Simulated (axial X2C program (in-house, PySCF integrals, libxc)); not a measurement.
Run report: AuB, relativistic diatomic calculation

System: AuB, single determinant with Ω = 0.
Method: r2SCAN, two-component X2C with atomic mean-field Coulomb and Gaunt terms, Au dyall-cv3z, B dyall-v3z (cores contracted) (axial X2C program (in-house, PySCF integrals, libxc)).

## Summary

| quantity | value |
| --- | --- |
| outcome | converged |
| bond length rₑ | 1.903 Å |
| ωₑ | 686.0 cm⁻¹ |
| energy at the minimum | −19042.02211 hartree |
| depth below the fragments | 4.04 eV |
| hardware | 1 thread of Arm Neoverse V1, 24 GiB of memory available, shared host |
| wall time | 19 s |
| peak memory | 0.87 GiB |

## Remarks

Caveats: 8 of the 10 points asked for were kept.

## Input file
```
{"zs": [79, 5], "q": 0, "bas": ["dyall-cv3z", "dyall-v3z"], "levels": ["PBE0", "HF", "r2SCAN"], "cc": true, "r0": 2.09, "thr": -2.0, "nmax": 90, "npts": 10, "nst": 2, "ntry": 6}
```

The line is the task of a batch: nuclear charges, charge, bases, the levels to run, a first guess of the distance and further settings. This report covers r2SCAN with spin-orbit coupling. The log is that of the reference distance 1.921 Å.

The run was one of a batch that the task file lists, launched with:
```bash
python <driver script> task.json out
```

## Output
```
two-component X2C + atomic mean field  r2SCAN
basis functions 220  fitting functions 1117  grid points 5077
iter        total energy     max residual
   1     -19042.017093389     4.17e-01
   2     -19042.021689189     6.93e-03
   3     -19042.021954274     2.35e-02
   4     -19042.021993655     1.79e-02
   5     -19042.022003591     3.29e-03
   6     -19042.022004918     1.64e-03
   7     -19042.022005311     6.99e-04
   8     -19042.022005334     4.35e-05
   9     -19042.022005334     1.43e-05
converged
one-electron -26292.29819678  Coulomb 7532.83133866  exact exchange 0.00000000  xc functional -373.68901038  nuclear repulsion 108.81051448  atomic mean-field constant -17.67665132
```

## The points of the curve

```
R (Å)    E (hartree)  dipole (D; origin at the first atom, positive when the second is positive)  highest filled (eV)  lowest empty (eV)
1.748  −19042.011829                                                                       −1.06                −5.75              −3.46
1.806  −19042.018431                                                                       −1.02                −5.81              −3.47
1.863  −19042.021563                                                                       −0.96                −5.85              −3.49
1.921  −19042.022005                                                                       −0.87                −5.90              −3.50
1.988  −19042.020012                                                                       −0.75                −5.95              −3.52
2.055  −19042.016036                                                                       −0.60                −5.98              −3.55
2.142  −19042.008989                                                                       −0.39                −6.01              −3.59
2.248  −19041.998598                                                                       −0.09                −6.02              −3.65
```

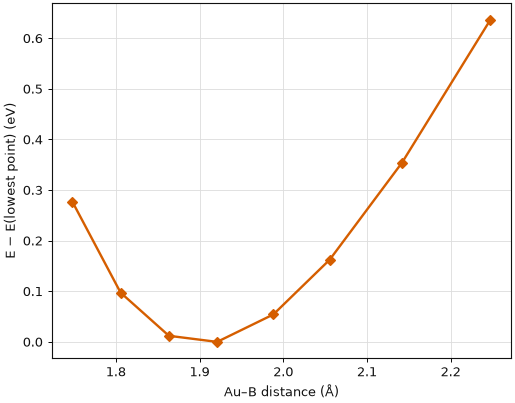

**Figure 1.** Energy at 8 bond lengths, for one set of occupations held fixed; the line joins the points. A polynomial of degree 6 through 8 points gives rₑ = 1.903 Å, ωₑ = 686.0 cm⁻¹, ωₑxₑ = 4.0 cm⁻¹ and Bₑ = 0.4465 cm⁻¹. The minimum lies 4.04 eV below Au + B, each computed as one determinant at the same level.

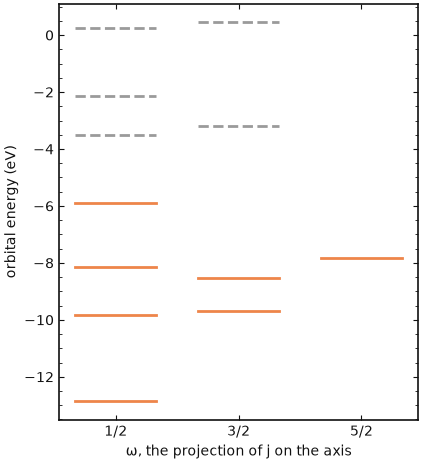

**Figure 2.** Orbital energies near the frontier at 1.92 Å, filled (solid) and empty (dashed); the Kramers partners at −ω are degenerate and not drawn. The highest filled spinor (1/2; 43 % B p, 30 % Au s) lies at −5.90 eV, the lowest empty one (1/2; 61 % B p, 27 % Au p) at −3.50 eV.
